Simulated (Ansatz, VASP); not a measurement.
## Re (linear Re chain, spacing 2.395 A) in two plane-wave programs

One calculation is typed for both programs; each brings its own data sets and cutoff. How far apart do they land? The cell is taken from a series of runs on this material, whose earlier steps may have relaxed or scaled it; both programs get it as it stands.

Program: Ansatz 0.2.0. Level of theory: plane waves, with VASP 6.6.1 beside it; single point at LDA. Results are calculated unless marked as measured.

### Step 1. Set-up

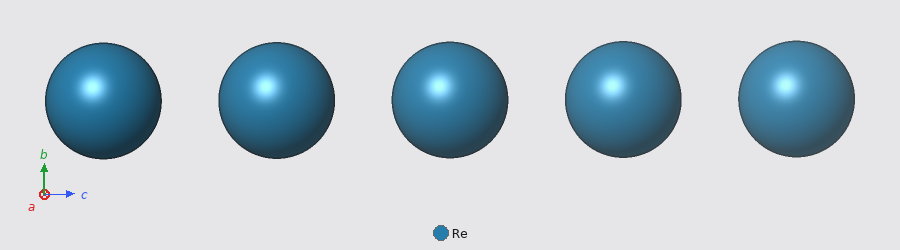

The cell as given, from the side, with the c axis across the page (rhenium blue). 1×1×2 cells are drawn. Some periodic images of atoms are drawn too.

The cell holds 2 atoms: 2 Re. Its edges and angles: a = 12.000 Å, b = 12.000 Å, c = 4.790 Å, α = 90.0°, β = 90.0°, γ = 90.0°. It derives from Re. As first built, before any earlier steps moved the atoms: model lattice. Vacuum lies along a and b. The structure's axis is c.

### Step 2. Ansatz: single point, LDA

Ansatz runs on its default PAW (the set named soft_2) files.

A single point gives forces, pressure and levels at one fixed geometry, so differences don't come from the geometry; what else differs is listed under the comparison.

The input, input.yaml:

```yaml
crystal:
  lattice:
    - [12.0, 0.0, 0.0]
    - [0.0, 12.0, 0.0]
    - [0.0, 0.0, 4.79]
  atoms:
    - { symbol: Re, position: [0.5, 0.5, 0.0], spin: 1.0 }
    - { symbol: Re, position: [0.5, 0.5, 0.5], spin: 1.0 }
magnetization:
  spin_polarized: true
kpoints:
  mp_grid: { grid: [1, 1, 6] }
hamiltonian:
  xc: lda
scf:
  occupations: { method: fermi_dirac, width: 0.1 }
  max_iter: 120
  convergence: { dr2_threshold: 1.0e-08 }
```

Started as:

```sh
$ ansatz run input.yaml --threads 4 --pin off --max-ram 16384MiB --backend cpu --events-out ev --progress --plain --runs-dir out
```

Numbers of over 12 decimals in the logs are rounded to 6 here.

What it wrote:

```text
Engine: ansatz 0.2.0, aarch64-unknown-linux-gnu
Pseudopotentials: kind: paw
Pseudopotential: Re, paw, valence charge 15, recommended cutoff 420 eV (normal), Re.paw.azcp
Functional definition: SPW92
  exchange = slater_x
  correlation = pw_c
Crystal: 2 atoms, lattice volume = 689.760 Å³
Basis set: ecut = 420 eV, 13425 PW (Γ)
Bands: 20, of which v1, the nominal top of the filled ones, is band 15 counted from 1 (14 counted from 0)
Symmetry: 32 space group operations
Space group: P4/mmm (ITA 123), of the structure as read, at distance tolerance 8.8e-5 Å
Magnetic group: BNS 123.339 (UNI 999), of the structure as read, at distance tolerance 8.8e-5 Å
k-points: 4 of 6
Non-local potential: Re, projectors of the file, l = 0: 3, l = 1: 2, l = 2: 2, l = 3: 1
PAW form: soft (Blöchl's): semilocal exchange-correlation on the pseudo side does not see the compensation charge
PAW frozen core: Re, regenerated for the run's functional, and the local potential with it (the file was generated under x = pbe(κ = 0.804, μ = 0.219515), c = pbe(β = 0.066725))
PAW one-centre angular grid: Re, 590 points (default); XC on 64 Gauss nodes
Initial density: superposition of atomic densities (neutral atoms: chi_scale 0, normalization atom)
Starting moments: Σ|m| = 2 μB on 2 of 2 sites
Initial wavefunctions: pseudopotential atomic-orbital guess
Functional: x = slater, c = lda
SCF iter   1: F=—  HF=-21202.592024 eV  |F-HF|=—  |Δ(HF+E_count)|=         —  Δρ=9.05e-3 (↑6.88e-3 ↓9.05e-3)  dr2=1.19e0  dr2_m=2.19e-1  M=0.780 μB ∫|m|=0.780 μB  β_m=0.30  ethr=3.10e-3  ⟨swp⟩=6.2  Hψ=1644  notcnv=0
Mixer restart at iter 1: flushing history
automatic band count: the SCF goes on with 24 bands, as 20 were too few: the levels above may hold too much charge
preconditioner: auto → Resta (q_TF=auto, 1.618 Å⁻¹)  ε∞=2.2  [insulator: Δε(μ)=0.232 eV  Ē_g=4.837 eV  σ=0.100 eV  W_gap=0.51  n_scr=46 (ndim 8)  ℏωp=5.3 eV  f_vac=0.815  D(μ)=5.63/eV (n_scr^D=20)  ε∞_Penn≈2.2  vacuum switching on, ρ_ref=1.7e-3 e/Å³]
spin=Collinear: Resta preconditioning applied to the charge; magnetization (m = ρ↑ − ρ↓) channel mixes plain (no charge-response kernel on spin).
SCF iter   2: F=—  HF=-21202.612554 eV  |F-HF|=—  |Δ(HF+E_count)|=   2.05e-2  Δρ=6.51e-3 (↑5.08e-3 ↓6.51e-3)  dr2=5.20e-1  dr2_m=1.34e-1  M=0.639 μB ∫|m|=0.639 μB  β_m=0.62  ethr=3.10e-3  ⟨swp⟩=2.0  Hψ=277  notcnv=0
preconditioner: auto → LDOS  [metal: Δε(μ)=0.150 eV  Ē_g=4.742 eV  σ=0.100 eV  W_gap=0.34  n_scr=46 (ndim 8)  ℏωp=5.3 eV  f_vac=0.814  D(μ)=5.39/eV (n_scr^D=20)]
spin=Collinear: LDOS preconditioning applied to the charge; magnetization (m = ρ↑ − ρ↓) channel mixes plain (no charge-response kernel on spin).
SCF iter   3: F=—  HF=-21202.693135 eV  |F-HF|=—  |Δ(HF+E_count)|=   8.06e-2  Δρ=1.21e-3 (↑9.64e-4 ↓1.21e-3)  dr2=3.68e-3  dr2_m=6.36e-3  M=0.290 μB ∫|m|=0.290 μB  β_m=0.80  ethr=1.73e-3  ⟨swp⟩=2.9  Hψ=372  notcnv=0  defer=4
SCF iter   4: F=—  HF=-21202.696956 eV  |F-HF|=—  |Δ(HF+E_count)|=   3.82e-3  Δρ=5.13e-4 (↑4.89e-4 ↓5.13e-4)  dr2=2.87e-4  dr2_m=1.52e-3  M=0.152 μB ∫|m|=0.153 μB  β_m=0.90  ethr=1.23e-5  ⟨swp⟩=2.1  Hψ=375  notcnv=0  defer=3
SCF iter   5: F=—  HF=-21202.697756 eV  |F-HF|=—  |Δ(HF+E_count)|=   8.00e-4  Δρ=1.77e-4 (↑1.63e-4 ↓1.77e-4)  dr2=1.41e-5  dr2_m=1.80e-4  M=0.056 μB ∫|m|=0.056 μB  β_m=0.95  ethr=9.57e-7  ⟨swp⟩=2.0  Hψ=347  notcnv=0  defer=4
SCF iter   6: F=—  HF=-21202.697935 eV  |F-HF|=—  |Δ(HF+E_count)|=   1.80e-4  Δρ=1.43e-5 (↑1.43e-5 ↓1.29e-5)  dr2=3.11e-6  dr2_m=2.19e-7  M=0.002 μB ∫|m|=0.002 μB  β_m=0.97  ethr=4.70e-8  ⟨swp⟩=3.0  Hψ=378  notcnv=0  defer=3
SCF iter   7: F=—  HF=-21202.697943 eV  |F-HF|=—  |Δ(HF+E_count)|=   7.46e-6  Δρ=1.83e-6 (↑1.63e-6 ↓1.83e-6)  dr2=9.20e-8  dr2_m=3.94e-9  M=-0.000 μB ∫|m|=0.000 μB  β_m=0.99  ethr=1.04e-8  ⟨swp⟩=2.1  Hψ=260  notcnv=0  defer=3
SCF iter   8: F=—  HF=-21202.697943 eV  |F-HF|=—  |Δ(HF+E_count)|=   1.69e-7  Δρ=4.97e-7 (↑3.33e-7 ↓4.97e-7)  dr2=8.29e-9  dr2_m=1.16e-10  M=-0.000 μB ∫|m|=0.000 μB  β_m=0.99  ethr=3.07e-10  ⟨swp⟩=2.2  Hψ=250  notcnv=0  defer=3
SCF iter   9: F=-21202.697943 eV  HF=-21202.697943 eV  |F-HF|=4.04e-10  |Δ(HF+E_count)|=   4.95e-9  Δρ=2.24e-7 (↑2.21e-7 ↓2.24e-7)  dr2=1.06e-9  dr2_m=1.11e-12  M=0.000 μB ∫|m|=0.000 μB  ethr=2.76e-11  ⟨swp⟩=1.0  Hψ=597  notcnv=0
SCF 1 converged in 9 iterations: F = -21202.697943 eV  dr2 = 1.06e-9
  greatest PAW one-centre occupation: 0.999 electrons in one spin orbital (limit 2), on the Re atom at site 1 (counted from 0), in its partial waves of l = 0
Bands: 24, of which v1, the nominal top of the filled ones, is band 15 counted from 1 (14 counted from 0)
Symmetry: 16 space group operations
Initial density: read from a saved state, or passed on in memory by an earlier SCF of this step, an earlier step, the calling program or the single point that the run made first
Starting moments: Σ|m| = 2 μB on 2 of 2 sites; this step starts from the density that it was given
[...]
SCF 3 converged in 2 iterations: F = -21202.960711 eV  dr2 = 1.13e-9
Starting moments: Σ|m| = 10 μB on 2 of 2 sites
[...]
preconditioner: auto → Resta (q_TF=auto, 1.618 Å⁻¹)  ε∞=1.9  [insulator: Δε(μ)=0.384 eV  Ē_g=5.433 eV  σ=0.100 eV  W_gap=0.74  n_scr=46 (ndim 8)  ℏωp=5.3 eV  f_vac=0.815  D(μ)=2.06/eV (n_scr^D=4)  ε∞_Penn≈1.9  vacuum switching on, ρ_ref=2.1e-3 e/Å³]
spin=Collinear: Resta preconditioning applied to the charge; magnetization (m = ρ↑ − ρ↓) channel mixes plain (no charge-response kernel on spin).
[...]
spin-set hold released at iteration 7 (site moments contracting): the magnetisation degrees of freedom join the quasi-Newton model from the next iteration; the mixer history was flushed
[...]
SCF iter  14: F=—  HF=-21202.659964 eV  |F-HF|=—  |Δ(HF+E_count)|=   3.07e-2  Δρ=1.58e-3 (↑1.58e-3 ↓1.58e-3)  dr2=1.81e-3  dr2_m=1.48e-2  M=0.979 μB ∫|m|=0.979 μB  β_m=0.92  ethr=7.70e-7  ⟨swp⟩=3.1  Hψ=379  notcnv=0  defer=4
SCF iter  15: F=—  HF=-21202.697982 eV  |F-HF|=—  |Δ(HF+E_count)|=   3.80e-2  Δρ=5.96e-4 (↑5.96e-4 ↓3.89e-4)  dr2=2.17e-3  dr2_m=8.42e-4  M=-0.032 μB ∫|m|=0.034 μB  β_m=0.96  ethr=7.70e-7  ⟨swp⟩=4.4  Hψ=514  notcnv=0  defer=4
SCF iter  16: F=—  HF=-21202.696439 eV  |F-HF|=—  |Δ(HF+E_count)|=   1.54e-3  Δρ=6.22e-4 (↑6.22e-4 ↓4.50e-4)  dr2=7.20e-4  dr2_m=1.54e-3  M=-0.150 μB ∫|m|=0.150 μB  β_m=0.98  ethr=7.70e-7  ⟨swp⟩=2.2  Hψ=339  notcnv=0  defer=4
SCF iter  17: F=—  HF=-21202.697840 eV  |F-HF|=—  |Δ(HF+E_count)|=   1.40e-3  Δρ=2.52e-4 (↑2.52e-4 ↓1.27e-4)  dr2=5.00e-4  dr2_m=9.93e-5  M=-0.026 μB ∫|m|=0.026 μB  β_m=0.79  ethr=7.70e-7  ⟨swp⟩=2.0  Hψ=319  notcnv=0  defer=4
SCF iter  18: F=—  HF=-21202.697765 eV  |F-HF|=—  |Δ(HF+E_count)|=   7.52e-5  Δρ=1.90e-4 (↑1.90e-4 ↓1.04e-4)  dr2=2.45e-4  dr2_m=6.67e-5  M=-0.026 μB ∫|m|=0.026 μB  β_m=0.90  ethr=7.70e-7  ⟨swp⟩=1.5  Hψ=206  notcnv=0  defer=4
SCF iter  19: F=—  HF=-21202.697732 eV  |F-HF|=—  |Δ(HF+E_count)|=   3.31e-5  Δρ=3.27e-5 (↑2.39e-5 ↓3.27e-5)  dr2=9.20e-7  dr2_m=4.69e-6  M=0.009 μB ∫|m|=0.009 μB  β_m=0.93  ethr=7.70e-7  ⟨swp⟩=2.4  Hψ=328  notcnv=0  defer=4
SCF iter  20: F=—  HF=-21202.697943 eV  |F-HF|=—  |Δ(HF+E_count)|=   2.11e-4  Δρ=5.58e-6 (↑5.58e-6 ↓5.28e-6)  dr2=2.90e-8  dr2_m=1.76e-7  M=-0.002 μB ∫|m|=0.002 μB  β_m=0.88  ethr=3.07e-9  ⟨swp⟩=2.5  Hψ=348  notcnv=0  defer=4
iter 21 did not close the SCF: its close was put off for a magnetic moment that had not settled (scf_convergence_deferred on its scf_iter line)
SCF iter  21: F=-21202.697943 eV  HF=-21202.697943 eV  |F-HF|=1.06e-10  |Δ(HF+E_count)|=   2.43e-7  Δρ=1.66e-7 (↑1.47e-7 ↓1.66e-7)  dr2=3.07e-10  dr2_m=9.23e-11  M=-0.000 μB ∫|m|=0.000 μB  β_m=0.94  ethr=3.33e-11  ⟨swp⟩=1.0  Hψ=565  notcnv=0
SCF iter  22: F=-21202.697943 eV  HF=-21202.697943 eV  |F-HF|=7.28e-12  |Δ(HF+E_count)|=  1.06e-10  Δρ=1.99e-8 (↑1.99e-8 ↓1.01e-8)  dr2=2.93e-12  dr2_m=9.96e-13  M=-0.000 μB ∫|m|=0.000 μB  ethr=1.02e-12  ⟨swp⟩=1.0  Hψ=526  notcnv=0
SCF 4 converged in 22 iterations: F = -21202.697943 eV  dr2 = 2.93e-12
WARN: the starting moments were not kept: 1 of 2 ended reversed and 1 kept their direction, counting a site from 0.1 of the cell's largest site moment. The largest reversed, site 1 (counted from 0, in the order of the report's site_moments_mub), started with +1.0 μB and closes at -1.3e0 μB in its sphere. The net magnetisation is 1.2e-6 μB in size, at most 0.1 of the 2 μB that the starting moments add up to as vectors [...]
SCF converged after 2 iterations
Magnetization: -0.0000 μB (15.0000 up, 15.0000 down)
Absolute magnetization: 4.2064 μB (∫|ρ↑−ρ↓|, with the PAW one-centre terms)
Spin contamination: 1.3784 ħ² per cell (⟨S²⟩ above its minimum at these occupations)
Per-site moments (μB) at R_I (Å): [(1.338447, 0.9879375), (-1.338447, 0.9879375)]
Free energy (F): -21202.960711 eV
Harris-Foulkes:  -21202.960711 eV  (|F-HF|=8.80e-10)
Internal energy: -21202.800348 eV  (E = F + TS)
E sigma→0 (E₀):  -21202.880530 eV
Entropy (-TS):   -0.160364 eV (-80.182 meV/atom)
Fermi energy:    -3.658294 eV
--- Per-component energies (eV) ---
  E_band       = -959.670383
  E_kinetic    = 1067.440968
  E_local      = -9341.636220  (includes V_loc(G=0)·N_el)
  E_nonlocal   = 122.240327
  E_hartree    = 4042.260408
  E_xc         = -787.254047
  E_vxc        = -591.089796  (∫ρ·V_xc dr)
  E_paw        = -16807.179817  (= ΣΔE_a)
  E_vpaw       = -301.143119  (= ΣTr[D̂ρ^β])
  E_aug_tail   = -0.000160  (compensation charges beyond the density's cutoff)
  E_ewald      = 500.690042
  E_core_change = 0.638152  (= ΣΔE_core)
  E_smearing   = -0.160364  (= −TS)
  E_closure    = 0.000000  (closes the sum)
  Σ components = -21202.960711   (vs F -21202.960711, Δ=0.00e0)
--- Band table (eV; the first three rows and the last of 8) ---
  k-point 0 ↑: bands = [... 11 lower, -5.9694, -5.1102, -5.1102, -2.9319, -2.9318, -2.4977, -1.7573, -1.7573, ... 5 higher]
  k-point 1 ↑: bands = [... 11 lower, -5.8267, -5.0445, -5.0445, -3.0376, -3.0376, -2.8748, -2.2911, -2.2911, ... 5 higher]
  k-point 2 ↑: bands = [... 11 lower, -5.4243, -4.8900, -4.8900, -3.6889, -3.5178, -3.5178, -3.2704, -3.2704, ... 5 higher]
  k-point 3 ↓: bands = [... 11 lower, -4.8694, -4.7950, -4.7950, -4.7239, -4.5929, -4.5929, -3.8124, -3.4038, ... 5 higher]
```

### Step 3. VASP: single point, LDA

The same cell, functional (in two slightly different forms), mesh and smearing now go to VASP, with its own data sets and cutoff.

Lines of VASP's logs that name or quote its potential files are left out, and so is its time.

The input, INCAR:

```
SYSTEM = Re
PREC = Accurate
ENCUT = 400
EDIFF = 1E-06
NELM = 100
ISMEAR = -1
SIGMA = 0.1
LREAL = .FALSE.
ALGO = Normal
GGA = CA
NBANDS = 14
ISPIN = 2
MAGMOM = 1.34 -1.34
LASPH = .TRUE.
LMAXMIX = 4
LORBIT = 11
LWAVE = .FALSE.
LCHARG = .FALSE.
NCORE = 2
ISIF = 0
```

The input, POSCAR:

```
Re
1.0
   12.0000000000      0.0000000000      0.0000000000
    0.0000000000     12.0000000000      0.0000000000
    0.0000000000      0.0000000000      4.7900000000
Re
2
Direct
    0.5000000000      0.5000000000      0.0000000000
    0.5000000000      0.5000000000      0.5000000000
```

The input, KPOINTS:

```
Automatic mesh
0
Gamma
1 1 6
0 0 0
```

The projector-augmented-wave data sets are Re (LDA family, release 64).

Started as:

```sh
$ mpirun -np 2 vasp_std
```

What it wrote:

```text
[banner, memory and clock lines left out]
running    2 mpi-ranks, on    1 nodes
 distrk:  each k-point on    2 cores,    1 groups
 distr:  one band on    2 cores,    1 groups

 POSCAR found type information on POSCAR Re
 POSCAR found :  1 types and       2 ions
 LDA part: xc-table for (Slater(with rela. corr.)+CA(PZ))
 , standard interpolation
 POSCAR, INCAR and KPOINTS ok, starting setup
 FFT: planning ... GRIDC
 FFT: planning ... GRID_SOFT
 FFT: planning ... GRID
 WAVECAR not read
 entering main loop
       N       E                     dE             d eps       ncg     rms          rms(c)
DAV:   1     0.802748621764E+02    0.80275E+02   -0.23413E+03   224   0.480E+02
DAV:   2     0.175721816986E+02   -0.62703E+02   -0.54314E+02   448   0.179E+02
DAV:   3    -0.132935461732E+02   -0.30866E+02   -0.26793E+02   440   0.908E+01
DAV:   4    -0.157426354412E+02   -0.24491E+01   -0.20996E+01   386   0.346E+01
DAV:   5    -0.158434293257E+02   -0.10079E+00   -0.96552E-01   378   0.743E+00    0.182E+01
DAV:   6    -0.153342314735E+02    0.50920E+00   -0.10367E+00   402   0.102E+01    0.752E+00
DAV:   7    -0.152450974780E+02    0.89134E-01   -0.43001E-01   424   0.457E+00    0.144E+00
DAV:   8    -0.152449932119E+02    0.10427E-03   -0.41468E-02   416   0.115E+00    0.641E-01
DAV:   9    -0.152449903909E+02    0.28210E-05   -0.17586E-02   394   0.733E-01    0.209E-01
DAV:  10    -0.152450664126E+02   -0.76022E-04   -0.11367E-03   416   0.238E-01    0.102E-01
DAV:  11    -0.152450549494E+02    0.11463E-04   -0.34587E-04   410   0.952E-02    0.535E-02
DAV:  12    -0.152450469606E+02    0.79888E-05   -0.10065E-04   352   0.502E-02    0.142E-02
DAV:  13    -0.152450810614E+02   -0.34101E-04   -0.14455E-05   362   0.249E-02    0.128E-02
DAV:  14    -0.152451691359E+02   -0.88075E-04   -0.18968E-05   304   0.215E-02    0.631E-03
[...]
DAV:  19    -0.152454228701E+02   -0.11589E-04   -0.17739E-06   316   0.521E-03    0.172E-03
DAV:  20    -0.152454318169E+02   -0.89467E-05   -0.23122E-07   226   0.271E-03    0.116E-03
DAV:  21    -0.152454369020E+02   -0.50852E-05   -0.10755E-07   232   0.443E-03    0.864E-04
DAV:  22    -0.152454393171E+02   -0.24151E-05   -0.60112E-08   208   0.297E-03    0.474E-04
DAV:  23    -0.152454439788E+02   -0.46618E-05   -0.14590E-07   208   0.354E-03    0.745E-04
DAV:  24    -0.152454466477E+02   -0.26689E-05   -0.16077E-07   196   0.467E-03    0.829E-04
DAV:  25    -0.152454479079E+02   -0.12602E-05   -0.16137E-07   196   0.461E-03    0.579E-04
DAV:  26    -0.152454482722E+02   -0.36434E-06   -0.12920E-07   196   0.453E-03
   1 F= -.15245448E+02 E0= -.15161641E+02  d E =-.167615E+00  mag=     0.0000
```

(Part 1 of 2 ends here.)

[Lines on the potential files, build, host, timing and source positions are cut from VASP's logs without a mark.]

[Logs are printed without paths, hosts, clocks, repeated set-up lines and the standing remarks that a program may print on its own settings, such as how far it seeks lower states.]

[Hosts, paths, dates, database ids (printed as entryN), source tags and the programs' standing remarks are cut or masked in the printed files.]
